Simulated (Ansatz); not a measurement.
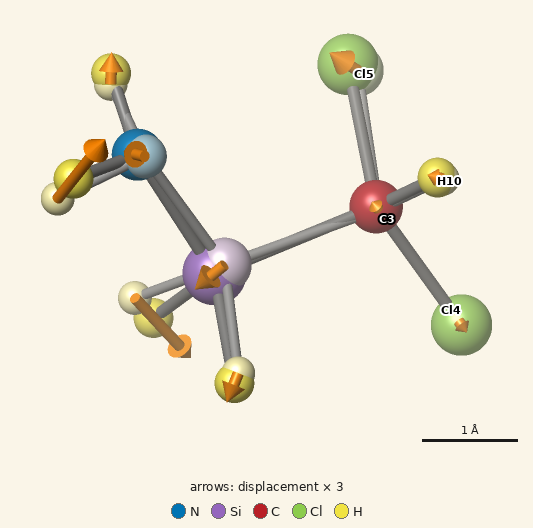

This is a relaxation of CH$_{5}$Cl$_{2}$NSi (coarse preliminary run). The starting structure is drawn faded, the final one solid; orange arrows show the displacements, magnified 3 times. The two geometries are superimposed by the best rigid fit.

A ball-and-stick model, seen at a tilt.

The start comes from a force field.

Method: Ansatz 0.2.0, RKS PBE-D4/def2-SVP.

Input file:
```yaml
crystal:
  periodic: [false, false, false]
  atoms:
    - {symbol: N, position_ang: [0.088600, 1.198500, 1.201200]}
    - {symbol: Si, position_ang: [-0.594800, 0.034300, 0.152800]}
    - {symbol: C, position_ang: [0.628400, -1.082400, -0.630100]}
    - {symbol: Cl, position_ang: [-0.083600, -2.274600, -1.646900]}
    - {symbol: Cl, position_ang: [1.800500, -0.136300, -1.619800]}
    - {symbol: H, position_ang: [0.589600, 1.916800, 0.637000]}
    - {symbol: H, position_ang: [-0.707400, 1.787400, 1.572000]}
    - {symbol: H, position_ang: [-1.520000, -0.688900, 0.987200]}
    - {symbol: H, position_ang: [-1.364600, 0.820200, -0.805800]}
    - {symbol: H, position_ang: [1.246500, -1.626200, 0.155300]}
basis:
  gaussian: {orbitals: def2-SVP}
hamiltonian: {xc: pbe, dispersion: d4}
relax: {f_tol: 0.03, max_steps: 200}
```

Run as
```bash
ansatz run in.yaml --threads 4 --pin off --events-out ev --progress --plain --max-ram 10444MiB
```

Q: Describe the change and its energy.

A: H7 moves most after the best rigid fit: 0.42 Å. By element the largest moves are H 0.42 Å, Si 0.15 Å, Cl 0.14 Å, N 0.14 Å, C 0.04 Å. Among the contacts that change: Si2–C3 1.832 → 1.916 Å, C3–Cl4 1.721 → 1.798 Å, Si2–H8 1.441 → 1.502 Å, Si2–H9 1.459 → 1.507 Å. Bond angles that change, for instance: N1–Si2–H9 104.3° → 117.8°, Si2–N1–H7 107.1° → 119.7°, H6–N1–H7 99.7° → 111.1°. Over 7 accepted moves (9 points after the start) the energy falls by 55.1 kJ/mol. Largest force component: 2.2 eV/Å at the start, 0.011 eV/Å at the end. The line search rejected the trial steps at points 3, 4 of the run. Cost: 15 s on 4 threads of Arm Neoverse V1 (shared host).
